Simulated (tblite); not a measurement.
# Geometry relaxation of C$_{5}$H$_{8}$P$_{2}$Si (part 1 of 2)

System: C$_{5}$H$_{8}$P$_{2}$Si, SMILES Cc1cpcpc1[SiH3].
Method: GFN2-xTB geometry optimisation, gas phase (tblite 0.8.0).

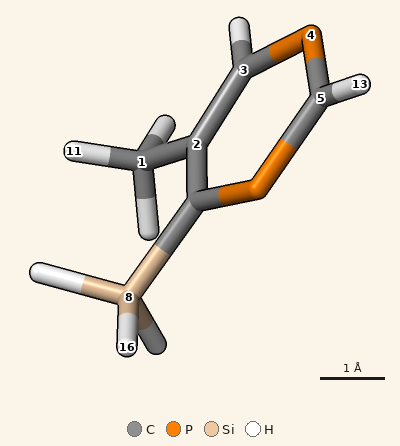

The structure as given in the input (stick view, seen at a tilt; atoms are numbered from 1 in the order of the input). Bond lengths as drawn: C–C 1.38 to 1.48 Å, C–H 1.08 to 1.13 Å, C–P 1.71 to 1.76 Å, C–Si 1.85 Å and H–Si 1.46 to 1.48 Å.

**The input**
```
{"job": {"kind": "relax", "xc": "GFN2-xTB", "basis": "xTB"}, "charge": 0, "multiplicity": 1}
C     -0.865300     1.632900     0.070900
C      0.214800     0.620500     0.061400
C      1.518000     1.071900     0.213300
P      2.938100     0.110600     0.231000
C      2.750700    -1.605100     0.089100
P      1.052000    -2.016000    -0.087400
C     -0.117300    -0.709200    -0.070400
Si    -1.919700    -1.112700    -0.237000
H     -1.608700     1.415800    -0.747800
H     -0.469200     2.646700    -0.195100
H     -1.447800     1.675400     1.001400
H      1.690300     2.153300     0.316900
H      3.539500    -2.336000     0.091700
H     -2.692000    -0.556100     0.890300
H     -2.443100    -0.431000    -1.435600
H     -2.147900    -2.552100    -0.204200
```

The first line tells a small driver script what to run in tblite; the rest is the geometry in Å.

Run on 1 CPU thread, shared host.

Command:
```bash
OMP_NUM_THREADS=1 python <driver script> task.json out
```

**Output**
```
step      E/eV     max force
  0    -583.83853    3.241
  1    -584.20251    1.719
  2    -584.41828    1.464
  3    -584.50631    1.291
  4    -584.61839    0.825
  5    -584.66341    0.606
  6    -584.68721    0.425
  7    -584.70379    0.287
  8    -584.72017    0.341
  9    -584.73143    0.299
 10    -584.74005    0.266
 11    -584.74583    0.157
 12    -584.74873    0.115
 13    -584.75037    0.133
 14    -584.75194    0.141
 15    -584.75408    0.122
 16    -584.75659    0.142
 17    -584.75867    0.128
 18    -584.76009    0.122
 19    -584.76135    0.101
 20    -584.76280    0.127
 21    -584.76425    0.118
 22    -584.76531    0.080
 23    -584.76594    0.062
 24    -584.76636    0.068
 25    -584.76670    0.058
 26    -584.76694    0.036
 27    -584.76712    0.032
 28    -584.76726    0.032
 29    -584.76738    0.029
 30    -584.76750    0.031
 31    -584.76763    0.026
 32    -584.76774    0.023
 33    -584.76781    0.019
 34    -584.76786    0.014
 35    -584.76790    0.017
 36    -584.76795    0.022
 37    -584.76802    0.026
 38    -584.76808    0.019
 39    -584.76813    0.020
 40    -584.76818    0.019
 41    -584.76825    0.025
 42    -584.76833    0.026
 43    -584.76843    0.026
 44    -584.76853    0.030
 45    -584.76864    0.031
 46    -584.76879    0.043
 47    -584.76894    0.039
 48    -584.76908    0.028
 49    -584.76921    0.031
 50    -584.76934    0.045
 51    -584.76951    0.045
 52    -584.76967    0.036
 53    -584.76980    0.037
 54    -584.76991    0.029
 55    -584.77001    0.037
 56    -584.77010    0.029
 57    -584.77016    0.021
 58    -584.77021    0.019
 59    -584.77025    0.022
 60    -584.77028    0.017
 61    -584.77030    0.007
```

**Trajectory as extended XYZ (Å, eV, eV/Å), 30 of the 62 frames kept, from step=0 to step=61**
```
16
Properties=species:S:1:pos:R:3:forces:R:3 step=0 energy=-583.83853
C    -0.8653    1.6329    0.0709   -1.0030   1.2090  -1.3010
C     0.2148    0.6205    0.0614    0.2200   0.7080   0.3480
C     1.5180    1.0719    0.2133   -0.6670  -0.2510  -0.1440
P     2.9381    0.1106    0.2310    3.0840   0.9340   0.3490
C     2.7507   -1.6051    0.0891   -2.5790   1.4430  -0.1100
P     1.0520   -2.0160   -0.0874   -0.3680  -2.3200  -0.1820
C    -0.1173   -0.7092   -0.0704    1.2090   0.0260   0.0990
Si   -1.9197   -1.1127   -0.2370   -0.9690  -0.4780   0.0730
H    -1.6087    1.4158   -0.7478    0.6430   0.1810   0.7680
H    -0.4692    2.6467   -0.1951   -0.2360  -0.7100   0.5790
H    -1.4478    1.6754    1.0014    0.4450  -0.0030  -0.2160
H     1.6903    2.1533    0.3169    0.0910  -0.5930  -0.0430
H     3.5395   -2.3360    0.0917   -0.0960   0.1790  -0.0050
H    -2.6920   -0.5561    0.8903    0.1220  -0.0020  -0.0100
H    -2.4431   -0.4310   -1.4356    0.0120  -0.2860  -0.0470
H    -2.1479   -2.5521   -0.2042    0.0920  -0.0370  -0.1590
16
Properties=species:S:1:pos:R:3:forces:R:3 step=2 energy=-584.41828
C    -0.8907    1.6636    0.0394    0.4520  -0.3420   0.4100
C     0.2119    0.6402    0.0707    0.6480  -0.4610  -0.0340
C     1.5254    1.0616    0.2108    0.4740  -0.3550  -0.0010
P     3.0356    0.1496    0.2435    0.0750   0.1130   0.0670
C     2.6749   -1.5570    0.0859   -0.3070   0.5250  -0.0060
P     1.0277   -2.0977   -0.0942   -0.2640  -0.2310   0.0000
C    -0.0825   -0.7170   -0.0675   -0.2590  -0.2030   0.0190
Si   -1.9435   -1.1261   -0.2337    0.2890   0.0140   0.0520
H    -1.5937    1.4212   -0.7295   -0.3620  -0.0300  -0.3990
H    -0.4754    2.6316   -0.1755    0.1090   0.4660   0.1130
H    -1.4296    1.6767    0.9903    0.1610   0.0880  -0.0870
H     1.6933    2.1307    0.3151    0.0960  -0.0710  -0.0110
H     3.5159   -2.3117    0.0913   -1.0850   0.9820  -0.0190
H    -2.6883   -0.5557    0.8916    0.0040   0.0240   0.0950
H    -2.4434   -0.4435   -1.4382   -0.0370  -0.2650  -0.0630
H    -2.1450   -2.5577   -0.2111    0.0060  -0.2550  -0.1360
16
Properties=species:S:1:pos:R:3:forces:R:3 step=4 energy=-584.61839
C    -0.8723    1.6573    0.0377    0.5010  -0.3190  -0.0620
C     0.2456    0.6190    0.0723    0.2390  -0.3900  -0.1430
C     1.5633    1.0405    0.2103    0.1230   0.1010   0.0300
P     3.0860    0.1728    0.2537   -0.6490  -0.2680  -0.0360
C     2.6122   -1.4977    0.0836   -0.1550   0.1180  -0.0110
P     1.0005   -2.1450   -0.0967    0.0600   0.8160   0.1050
C    -0.0800   -0.7370   -0.0647   -0.2800  -0.1540   0.0180
Si   -1.9392   -1.1335   -0.2284    0.1080  -0.0470   0.0390
H    -1.6018    1.4240   -0.7390    0.2190   0.0680   0.0610
H    -0.4724    2.6494   -0.1570    0.0850   0.0060   0.0470
H    -1.4109    1.6822    0.9832    0.1100  -0.0510   0.0650
H     1.7010    2.1126    0.3132    0.0820   0.0570  -0.0060
H     3.4346   -2.2368    0.0898   -0.5030   0.4200  -0.0210
H    -2.6855   -0.5545    0.8979    0.0440  -0.0430   0.0180
H    -2.4458   -0.4685   -1.4435   -0.0130  -0.2590  -0.0090
H    -2.1427   -2.5758   -0.2238    0.0290  -0.0550  -0.0960
16
Properties=species:S:1:pos:R:3:forces:R:3 step=6 energy=-584.68721
C    -0.8439    1.6426    0.0355    0.1050   0.0070  -0.0310
C     0.2682    0.5961    0.0662   -0.1280   0.1460  -0.0800
C     1.5788    1.0373    0.2110   -0.2390   0.1560  -0.0100
P     3.0809    0.1726    0.2569   -0.1200   0.0940   0.0290
C     2.5766   -1.4668    0.0821   -0.1460   0.0390  -0.0110
P     0.9902   -2.1304   -0.0931   -0.1530   0.1830   0.0380
C    -0.0903   -0.7485   -0.0624   -0.0910   0.1580   0.0230
Si   -1.9358   -1.1399   -0.2246   -0.1730  -0.1020   0.0100
H    -1.5919    1.4281   -0.7387    0.3980   0.0190   0.1490
H    -0.4662    2.6536   -0.1471    0.1590  -0.2540   0.0260
H    -1.3954    1.6804    0.9811    0.2470  -0.1670  -0.0460
H     1.7079    2.1085    0.3121    0.0240   0.1120  -0.0050
H     3.3824   -2.1913    0.0880    0.0240  -0.1060  -0.0240
H    -2.6818   -0.5565    0.9011    0.0530  -0.0640  -0.0010
H    -2.4473   -0.4917   -1.4459   -0.0050  -0.2170  -0.0050
H    -2.1401   -2.5853   -0.2336    0.0440  -0.0020  -0.0620
16
Properties=species:S:1:pos:R:3:forces:R:3 step=8 energy=-584.72017
C    -0.8225    1.6354    0.0357   -0.1060   0.1650   0.0840
C     0.2699    0.5950    0.0577   -0.0630   0.2110   0.0320
C     1.5713    1.0472    0.2107   -0.0400   0.0680  -0.0250
P     3.0658    0.1785    0.2601    0.1250   0.2030   0.0530
C     2.5554   -1.4524    0.0809    0.0280  -0.0180  -0.0010
P     0.9743   -2.1097   -0.0887   -0.1930  -0.2810  -0.0040
C    -0.1043   -0.7419   -0.0601   -0.0710   0.1620  -0.0080
Si   -1.9444   -1.1490   -0.2222   -0.0910  -0.0290  -0.0030
H    -1.5618    1.4302   -0.7316    0.0630  -0.0740  -0.1400
H    -0.4500    2.6403   -0.1418    0.2680   0.0110   0.0020
H    -1.3713    1.6674    0.9782    0.1510  -0.1450   0.0860
H     1.7120    2.1162    0.3113   -0.0680   0.1280  -0.0090
H     3.3596   -2.1780    0.0855    0.0380  -0.1350  -0.0240
H    -2.6770   -0.5619    0.9031   -0.0200  -0.0370   0.0600
H    -2.4488   -0.5175   -1.4479   -0.0520  -0.1330  -0.0730
H    -2.1358   -2.5908   -0.2423    0.0320  -0.0970  -0.0320
16
Properties=species:S:1:pos:R:3:forces:R:3 step=11 energy=-584.74583
C    -0.8125    1.6448    0.0390   -0.0060   0.0460  -0.0380
C     0.2690    0.6068    0.0542    0.0590  -0.0470   0.0370
C     1.5673    1.0640    0.2086    0.0890   0.0240   0.0000
P     3.0609    0.1941    0.2670   -0.0180  -0.1400  -0.0120
C     2.5359   -1.4411    0.0798    0.0050  -0.0440   0.0100
P     0.9482   -2.1086   -0.0836    0.0880   0.0850   0.0240
C    -0.1204   -0.7265   -0.0592    0.0560  -0.0480  -0.0100
Si   -1.9584   -1.1593   -0.2202    0.0340   0.0060  -0.0070
H    -1.5329    1.4268   -0.7408   -0.0850   0.0560  -0.0810
H    -0.4091    2.6356   -0.1356    0.0750   0.1320   0.0390
H    -1.3394    1.6440    0.9893   -0.0390   0.0340   0.0870
H     1.7072    2.1352    0.3092   -0.0860   0.0550  -0.0170
H     3.3387   -2.1757    0.0808   -0.0550  -0.0050  -0.0110
H    -2.6766   -0.5707    0.9120   -0.0660  -0.0410   0.0450
H    -2.4573   -0.5542   -1.4588   -0.0850  -0.0680  -0.0730
H    -2.1284   -2.6062   -0.2530    0.0330  -0.0460   0.0080
16
Properties=species:S:1:pos:R:3:forces:R:3 step=13 energy=-584.75037
C    -0.8123    1.6503    0.0383    0.0470  -0.0040  -0.0130
C     0.2716    0.6084    0.0559    0.0060   0.0040  -0.0090
C     1.5708    1.0682    0.2081   -0.0020  -0.0080   0.0070
P     3.0610    0.1910    0.2679    0.0010  -0.0380  -0.0090
C     2.5334   -1.4419    0.0803    0.0050  -0.0170   0.0120
P     0.9473   -2.1070   -0.0817    0.0240   0.0330   0.0070
C    -0.1201   -0.7251   -0.0596    0.0280   0.0080   0.0050
Si   -1.9595   -1.1608   -0.2204    0.0120  -0.0050  -0.0100
H    -1.5325    1.4295   -0.7473    0.0150   0.1200   0.0550
H    -0.3970    2.6419   -0.1322   -0.0440  -0.0020   0.0550
H    -1.3353    1.6416    0.9956   -0.0060   0.0740  -0.0680
H     1.7010    2.1420    0.3078   -0.0300  -0.0100  -0.0170
H     3.3332   -2.1773    0.0792   -0.0060  -0.0340  -0.0050
H    -2.6805   -0.5750    0.9161   -0.0320  -0.0610  -0.0140
H    -2.4640   -0.5650   -1.4651   -0.0580  -0.0740  -0.0140
H    -2.1249   -2.6117   -0.2543    0.0410   0.0140   0.0170
16
Properties=species:S:1:pos:R:3:forces:R:3 step=15 energy=-584.75408
C    -0.8081    1.6545    0.0372    0.0210   0.0160   0.0400
C     0.2747    0.6097    0.0566   -0.0310   0.0420  -0.0350
C     1.5740    1.0702    0.2083   -0.0420  -0.0340   0.0030
P     3.0614    0.1856    0.2678    0.0400   0.1140   0.0060
C     2.5327   -1.4443    0.0818    0.0220   0.0050   0.0070
P     0.9484   -2.1037   -0.0796   -0.0830  -0.0890  -0.0120
C    -0.1178   -0.7234   -0.0596   -0.0470   0.0490   0.0040
Si   -1.9588   -1.1622   -0.2215   -0.0060  -0.0020  -0.0110
H    -1.5318    1.4424   -0.7484    0.0490   0.0950   0.0570
H    -0.3913    2.6477   -0.1246   -0.0430  -0.0320   0.0330
H    -1.3331    1.6466    0.9947    0.0070   0.0520  -0.0860
H     1.6936    2.1462    0.3051    0.0410  -0.0540  -0.0110
H     3.3283   -2.1816    0.0775    0.0470  -0.0610   0.0030
H    -2.6866   -0.5839    0.9180    0.0010  -0.0630  -0.0550
H    -2.4746   -0.5801   -1.4711   -0.0230  -0.0670   0.0380
H    -2.1183   -2.6148   -0.2536    0.0480   0.0270   0.0200
16
Properties=species:S:1:pos:R:3:forces:R:3 step=17 energy=-584.75867
C    -0.8000    1.6620    0.0377   -0.0290   0.0490   0.0440
C     0.2770    0.6134    0.0548   -0.0470   0.0120  -0.0280
C     1.5763    1.0717    0.2087   -0.0320  -0.0420  -0.0120
P     3.0632    0.1844    0.2681    0.0150   0.0850   0.0020
C     2.5317   -1.4469    0.0843    0.0110   0.0140  -0.0040
P     0.9445   -2.1022   -0.0768   -0.0610  -0.0530  -0.0100
C    -0.1183   -0.7183   -0.0594   -0.0750   0.0130  -0.0140
Si   -1.9586   -1.1647   -0.2238   -0.0130  -0.0100  -0.0110
H    -1.5266    1.4677   -0.7469    0.0200   0.0230  -0.0240
H    -0.3839    2.6550   -0.1111    0.0260   0.0330  -0.0070
H    -1.3293    1.6566    0.9895   -0.0310   0.0040   0.0260
H     1.6861    2.1491    0.3004    0.1110  -0.0630   0.0030
H     3.3228   -2.1908    0.0753    0.0340  -0.0050   0.0160
H    -2.6955   -0.6017    0.9172    0.0120  -0.0350  -0.0600
H    -2.4921   -0.6081   -1.4777    0.0070  -0.0250   0.0550
H    -2.1049   -2.6184   -0.2516    0.0520   0.0010   0.0240
16
Properties=species:S:1:pos:R:3:forces:R:3 step=19 energy=-584.76135
C    -0.7969    1.6692    0.0400   -0.0360   0.0400   0.0000
C     0.2750    0.6160    0.0521   -0.0320  -0.0100   0.0090
C     1.5754    1.0702    0.2079   -0.0050  -0.0230  -0.0220
P     3.0642    0.1874    0.2682   -0.0360  -0.0680  -0.0150
C     2.5309   -1.4472    0.0854   -0.0160   0.0030  -0.0100
P     0.9394   -2.1026   -0.0757    0.0380   0.0660   0.0020
C    -0.1230   -0.7150   -0.0603   -0.0050  -0.0190  -0.0230
Si   -1.9595   -1.1674   -0.2257   -0.0030  -0.0350  -0.0020
H    -1.5218    1.4837   -0.7472   -0.0100   0.0010  -0.0490
H    -0.3779    2.6610   -0.1037    0.0460   0.0510  -0.0060
H    -1.3290    1.6624    0.9886   -0.0460  -0.0070   0.0700
H     1.6894    2.1467    0.2980    0.0940  -0.0350   0.0080
H     3.3211   -2.1955    0.0750   -0.0170   0.0580   0.0210
H    -2.6999   -0.6138    0.9131   -0.0160   0.0020  -0.0130
H    -2.5015   -0.6256   -1.4781   -0.0020   0.0180   0.0060
H    -2.0937   -2.6206   -0.2489    0.0460  -0.0410   0.0230
16
Properties=species:S:1:pos:R:3:forces:R:3 step=21 energy=-584.76425
C    -0.7967    1.6806    0.0434   -0.0120  -0.0010  -0.0270
C     0.2699    0.6191    0.0498   -0.0010   0.0180   0.0380
C     1.5735    1.0660    0.2052    0.0100   0.0100  -0.0190
P     3.0632    0.1868    0.2671   -0.0410  -0.1080  -0.0230
C     2.5293   -1.4475    0.0857   -0.0290  -0.0140  -0.0090
P     0.9358   -2.0996   -0.0747    0.0470   0.0790  -0.0040
C    -0.1288   -0.7119   -0.0631    0.0540   0.0100  -0.0150
Si   -1.9606   -1.1733   -0.2281    0.0020  -0.0460   0.0070
H    -1.5172    1.5020   -0.7511   -0.0090   0.0100  -0.0060
H    -0.3682    2.6713   -0.0959    0.0060  -0.0130   0.0220
H    -1.3326    1.6688    0.9919   -0.0160   0.0050   0.0000
H     1.7014    2.1404    0.2960    0.0320  -0.0020   0.0070
H     3.3188   -2.1966    0.0768   -0.0270   0.0520   0.0210
H    -2.7061   -0.6272    0.9071   -0.0390   0.0320   0.0330
H    -2.5122   -0.6433   -1.4777   -0.0110   0.0470  -0.0400
H    -2.0771   -2.6265   -0.2437    0.0350  -0.0770   0.0170
16
Properties=species:S:1:pos:R:3:forces:R:3 step=23 energy=-584.76594
C    -0.7972    1.6880    0.0447    0.0080  -0.0200  -0.0050
C     0.2669    0.6225    0.0503    0.0180   0.0260   0.0170
C     1.5730    1.0637    0.2025    0.0130   0.0220  -0.0030
P     3.0611    0.1818    0.2651    0.0020   0.0020  -0.0150
C     2.5272   -1.4487    0.0855   -0.0140  -0.0170  -0.0050
P     0.9348   -2.0951   -0.0746   -0.0370  -0.0140  -0.0240
C    -0.1301   -0.7088   -0.0657    0.0070   0.0340  -0.0010
Si   -1.9612   -1.1794   -0.2294   -0.0070  -0.0200   0.0050
H    -1.5151    1.5149   -0.7542   -0.0010   0.0090   0.0160
H    -0.3617    2.6773   -0.0892   -0.0190  -0.0380   0.0280
H    -1.3358    1.6735    0.9933    0.0010   0.0080  -0.0480
H     1.7107    2.1364    0.2950    0.0010   0.0200   0.0030
H     3.3163   -2.1953    0.0791    0.0090  -0.0100   0.0180
H    -2.7125   -0.6345    0.9048   -0.0180   0.0220   0.0120
H    -2.5199   -0.6526   -1.4795    0.0090   0.0310  -0.0100
H    -2.0641   -2.6348   -0.2392    0.0280  -0.0540   0.0120
16
Properties=species:S:1:pos:R:3:forces:R:3 step=25 energy=-584.76670
C    -0.7970    1.6891    0.0447    0.0070  -0.0070   0.0090
C     0.2670    0.6250    0.0517    0.0140  -0.0040  -0.0110
C     1.5739    1.0645    0.2013    0.0110   0.0160   0.0060
P     3.0601    0.1794    0.2633    0.0170   0.0300  -0.0110
C     2.5253   -1.4503    0.0850   -0.0040  -0.0080  -0.0010
P     0.9325   -2.0937   -0.0762   -0.0420  -0.0320  -0.0240
C    -0.1300   -0.7060   -0.0668   -0.0310   0.0040   0.0050
Si   -1.9619   -1.1830   -0.2294   -0.0070   0.0020   0.0040
H    -1.5146    1.5194   -0.7545   -0.0010  -0.0050  -0.0020
H    -0.3606    2.6772   -0.0852   -0.0040   0.0040   0.0130
H    -1.3372    1.6755    0.9913   -0.0150  -0.0040  -0.0140
H     1.7143    2.1366    0.2950   -0.0020   0.0280   0.0000
H     3.3157   -2.1951    0.0812    0.0060  -0.0290   0.0120
H    -2.7159   -0.6352    0.9048    0.0040  -0.0010  -0.0200
H    -2.5215   -0.6531   -1.4807    0.0240   0.0050   0.0260
H    -2.0577   -2.6414   -0.2368    0.0240  -0.0010   0.0090
16
Properties=species:S:1:pos:R:3:forces:R:3 step=27 energy=-584.76712
C    -0.7966    1.6895    0.0449   -0.0010   0.0070   0.0020
C     0.2677    0.6262    0.0519    0.0020  -0.0120  -0.0110
C     1.5749    1.0659    0.2008    0.0020   0.0060   0.0020
P     3.0601    0.1791    0.2614   -0.0010  -0.0110  -0.0100
C     2.5236   -1.4517    0.0846   -0.0060   0.0000   0.0000
P     0.9291   -2.0940   -0.0786    0.0080   0.0040  -0.0120
C    -0.1316   -0.7042   -0.0671   -0.0050  -0.0160   0.0040
Si   -1.9627   -1.1853   -0.2291    0.0040   0.0040   0.0060
H    -1.5141    1.5219   -0.7548    0.0070  -0.0100  -0.0100
H    -0.3601    2.6774   -0.0820    0.0030   0.0220   0.0040
H    -1.3391    1.6763    0.9894   -0.0190  -0.0140   0.0120
H     1.7166    2.1381    0.2950   -0.0100   0.0160  -0.0030
H     3.3154   -2.1964    0.0833   -0.0230  -0.0120   0.0070
H    -2.7177   -0.6357    0.9034    0.0020  -0.0060  -0.0170
H    -2.5211   -0.6531   -1.4799    0.0190  -0.0020   0.0210
H    -2.0522   -2.6453   -0.2347    0.0180   0.0250   0.0070
16
Properties=species:S:1:pos:R:3:forces:R:3 step=29 energy=-584.76738
C    -0.7963    1.6905    0.0454   -0.0050   0.0050  -0.0010
C     0.2682    0.6264    0.0513   -0.0070   0.0070   0.0060
C     1.5756    1.0671    0.2005   -0.0080  -0.0050  -0.0080
P     3.0602    0.1784    0.2595   -0.0130  -0.0170  -0.0050
C     2.5222   -1.4526    0.0844   -0.0060   0.0030  -0.0020
P     0.9272   -2.0943   -0.0809    0.0220   0.0130  -0.0020
C    -0.1328   -0.7038   -0.0672    0.0260   0.0000   0.0000
Si   -1.9628   -1.1864   -0.2286    0.0180   0.0060   0.0070
H    -1.5131    1.5235   -0.7556    0.0170  -0.0040  -0.0050
H    -0.3596    2.6792   -0.0794   -0.0050   0.0030   0.0050
H    -1.3415    1.6761    0.9887   -0.0050  -0.0160   0.0030
H     1.7174    2.1399    0.2947   -0.0130  -0.0100  -0.0060
H     3.3135   -2.1982    0.0852   -0.0290  -0.0030   0.0030
H    -2.7189   -0.6368    0.9014   -0.0090   0.0000   0.0040
H    -2.5198   -0.6538   -1.4780    0.0070   0.0020  -0.0030
H    -2.0470   -2.6462   -0.2327    0.0110   0.0140   0.0050
```
